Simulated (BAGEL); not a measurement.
**HF/3-21G (density fitting with qzvpp-jkfit) run of C3H7F (2-fluoropropane)**

What is the energy change on altering one bond length of C3H7F (2-fluoropropane) at HF/3-21G (density fitting with qzvpp-jkfit)? 

The results are computed with BAGEL 1.2.2.

4 further runs of the same task are left out: 2 that didn't finish, 2 set aside as unsound or not needed. Runs told in other sessions of the task aren't counted.

## (1) The system as given

C3H7F: 11 atoms, total charge 0, spin state singlet. SMILES: `CC(C)F`. The shape is that of a PBE0-D4/def2-TZVP optimisation.

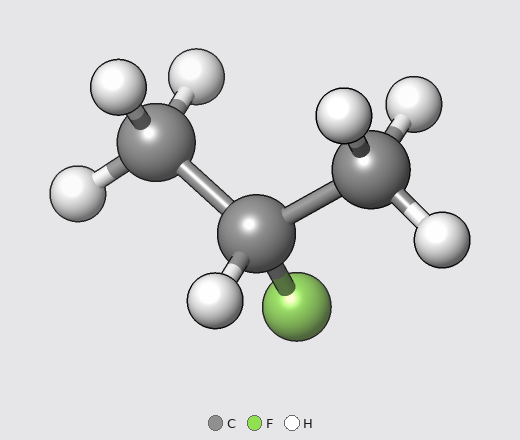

The structure, seen from a chosen angle (carbon grey, fluorine green, hydrogen white).

## (2) A single-point energy at HF/3-21G (density fitting with qzvpp-jkfit)

The input, input.json:

```json
{ "bagel" : [

{
  "title" : "molecule",
  "basis" : "3-21g",
  "df_basis" : "qzvpp-jkfit",
  "angstrom" : true,
  "geometry" : [
    { "atom" : "C", "xyz" : [   -0.234500,    1.045100,   -0.703000 ] },
    { "atom" : "C", "xyz" : [   -0.479600,   -0.306600,   -0.081300 ] },
    { "atom" : "C", "xyz" : [    0.626400,   -0.766200,    0.834700 ] },
    { "atom" : "F", "xyz" : [   -0.614100,   -1.242400,   -1.108400 ] },
    { "atom" : "H", "xyz" : [   -1.041900,    1.303400,   -1.390000 ] },
    { "atom" : "H", "xyz" : [   -0.180600,    1.814100,    0.071000 ] },
    { "atom" : "H", "xyz" : [    0.707700,    1.043900,   -1.256000 ] },
    { "atom" : "H", "xyz" : [   -1.436600,   -0.307200,    0.453700 ] },
    { "atom" : "H", "xyz" : [    1.578500,   -0.788700,    0.299400 ] },
    { "atom" : "H", "xyz" : [    0.417300,   -1.766700,    1.216600 ] },
    { "atom" : "H", "xyz" : [    0.722800,   -0.085600,    1.683800 ] }
  ]
},
{
  "title" : "hf"
},
{
  "title" : "print",
  "file" : "orbitals.molden",
  "orbitals" : true
}

]}
```

Started as:

```console
BAGEL_NUM_THREADS=1 BAGEL input.json > input.out
```

Log:

```text
* using 1 threads per process

  ===============================================================
  ===============================================================

  *** Geometry ***

  { "atom" : "C", "xyz" : [     -0.443141,      1.974953,     -1.328477 ] },
  { "atom" : "C", "xyz" : [     -0.906313,     -0.579390,     -0.153635 ] },
  { "atom" : "C", "xyz" : [      1.183724,     -1.447908,      1.577354 ] },
  { "atom" : "F", "xyz" : [     -1.160481,     -2.347796,     -2.094572 ] },
  { "atom" : "H", "xyz" : [     -1.968906,      2.463069,     -2.626719 ] },
  { "atom" : "H", "xyz" : [     -0.341285,      3.428152,      0.134171 ] },
  { "atom" : "H", "xyz" : [      1.337359,      1.972685,     -2.373496 ] },
  { "atom" : "H", "xyz" : [     -2.714781,     -0.580524,      0.857369 ] },
  { "atom" : "H", "xyz" : [      2.982933,     -1.490427,      0.565784 ] },
  { "atom" : "H", "xyz" : [      0.788583,     -3.338579,      2.299041 ] },
  { "atom" : "H", "xyz" : [      1.365894,     -0.161761,      3.181921 ] },

  Number of auxiliary basis functions:      428

  Since a DF basis is specified, we compute 2- and 3-index integrals:
    o Being stored without compression. Storage requirement is 0.009 GB

  Number of basis functions:       50
  Number of electrons      :       34

    * METHOD: MOLECULE                             0.12

  *** RHF ***

  === Nuclear Repulsion ===
   133.0585992146

      * DIIS with orbital gradients will be used.

  === RHF iteration (3-21g) ===
      0       -215.82934145          0.02271062           0.02
      1       -215.91713837          0.00998321           0.02
      2       -215.93388717          0.00199542           0.02
      3       -215.93486017          0.00044036           0.02
      4       -215.93491161          0.00010368           0.02
      5       -215.93491640          0.00001784           0.02
      6       -215.93491656          0.00000434           0.02
      7       -215.93491656          0.00000118           0.02
      8       -215.93491656          0.00000020           0.02
      9       -215.93491656          0.00000007           0.02
     10       -215.93491656          0.00000003           0.02
     11       -215.93491656          0.00000001           0.02
    * SCF iteration converged.

    * Permanent dipole moment:
           (   -0.129728,    -0.577622,    -0.607850) a.u.

    * METHOD: HF                                   0.35

    * METHOD: PRINT                                0.00

  ===============================================================
```

It took 0.64 s on 1 thread of Arm Neoverse V2, shared host.

## (3) The distorted shape at the same level

The input, hf.json:

```json
{ "bagel": [

{
  "title": "molecule",
  "basis": "3-21g",
  "df_basis": "qzvpp-jkfit",
  "angstrom": "true",
  "geometry": [
    { "atom": "C", "xyz": [   -0.375854,    1.045280,   -0.620036 ] },
    { "atom": "C", "xyz": [   -0.620954,   -0.306420,    0.001664 ] },
    { "atom": "C", "xyz": [    0.485046,   -0.766020,    0.917664 ] },
    { "atom": "F", "xyz": [   -0.755454,   -1.242220,   -1.025436 ] },
    { "atom": "H", "xyz": [   -1.183254,    1.303580,   -1.307036 ] },
    { "atom": "H", "xyz": [   -0.321954,    1.814280,    0.153964 ] },
    { "atom": "H", "xyz": [    0.707700,    1.043900,   -1.256000 ] },
    { "atom": "H", "xyz": [   -1.577954,   -0.307020,    0.536664 ] },
    { "atom": "H", "xyz": [    1.437146,   -0.788520,    0.382364 ] },
    { "atom": "H", "xyz": [    0.275946,   -1.766520,    1.299564 ] },
    { "atom": "H", "xyz": [    0.581446,   -0.085420,    1.766764 ] }
  ]
},
{ "title": "hf" },
{ "title": "print", "file": "orbitals.molden", "orbitals": "true" }

]}
```

Started as:

```console
BAGEL_NUM_THREADS=1 BAGEL hf.json > hf.out
```

Log:

```text
* using 1 threads per process

  ===============================================================
  ===============================================================

  *** Geometry ***

  { "atom" : "C", "xyz" : [     -0.710261,      1.975293,     -1.171698 ] },
  { "atom" : "C", "xyz" : [     -1.173433,     -0.579050,      0.003145 ] },
  { "atom" : "C", "xyz" : [      0.916604,     -1.447568,      1.734134 ] },
  { "atom" : "F", "xyz" : [     -1.427601,     -2.347456,     -1.937793 ] },
  { "atom" : "H", "xyz" : [     -2.236026,      2.463409,     -2.469940 ] },
  { "atom" : "H", "xyz" : [     -0.608405,      3.428492,      0.290950 ] },
  { "atom" : "H", "xyz" : [      1.337359,      1.972685,     -2.373496 ] },
  { "atom" : "H", "xyz" : [     -2.981901,     -0.580184,      1.014148 ] },
  { "atom" : "H", "xyz" : [      2.715812,     -1.490087,      0.722563 ] },
  { "atom" : "H", "xyz" : [      0.521462,     -3.338239,      2.455820 ] },
  { "atom" : "H", "xyz" : [      1.098774,     -0.161420,      3.338700 ] },

  Number of auxiliary basis functions:      428

  Since a DF basis is specified, we compute 2- and 3-index integrals:
    o Being stored without compression. Storage requirement is 0.009 GB

  Number of basis functions:       50
  Number of electrons      :       34

    * METHOD: MOLECULE                             0.11

  *** RHF ***

  === Nuclear Repulsion ===
   132.4592157773

      * DIIS with orbital gradients will be used.

  === RHF iteration (3-21g) ===
      0       -215.81599738          0.02249351           0.02
      1       -215.90260510          0.00997453           0.02
      2       -215.91935184          0.00200514           0.02
      3       -215.92034386          0.00044128           0.02
      4       -215.92039559          0.00010856           0.02
      5       -215.92040074          0.00001886           0.02
      6       -215.92040091          0.00000469           0.02
      7       -215.92040092          0.00000146           0.02
      8       -215.92040092          0.00000020           0.02
      9       -215.92040092          0.00000007           0.02
     10       -215.92040092          0.00000003           0.02
     11       -215.92040092          0.00000001           0.02
    * SCF iteration converged.

    * Permanent dipole moment:
           (   -0.087657,    -0.571191,    -0.635220) a.u.

    * METHOD: HF                                   0.31

    * METHOD: PRINT                                0.00

  ===============================================================
```

Wall time 0.6 s (1 thread of Arm Neoverse V2, shared host).

## (4) Outcome

At HF/3-21G (density fitting with qzvpp-jkfit):

| quantity | value |
| --- | --- |
| first shape: total energy | -215.93492 Eh |
| first shape: dipole moment | 2.16 D |
| first shape: HOMO energy | -12.83 eV |
| first shape: LUMO energy | 7.12 eV |
| first shape: HOMO–LUMO gap | 19.95 eV |
| distorted shape: total energy | -215.92040 Eh |
| distorted shape: dipole moment | 2.18 D |
| distorted shape: HOMO energy | -12.67 eV |
| distorted shape: LUMO energy | 6.99 eV |
| distorted shape: HOMO–LUMO gap | 19.66 eV |
| energy change with the C1–H7 bond stretched from 1.092 to 1.256 Å | 0.395 eV |

What this shows: With the C1–H7 bond stretched from 1.092 to 1.256 Å the energy rises by 0.39 eV (38.1 kJ/mol). The first shape isn't relaxed at this level, so the change isn't measured from a minimum.
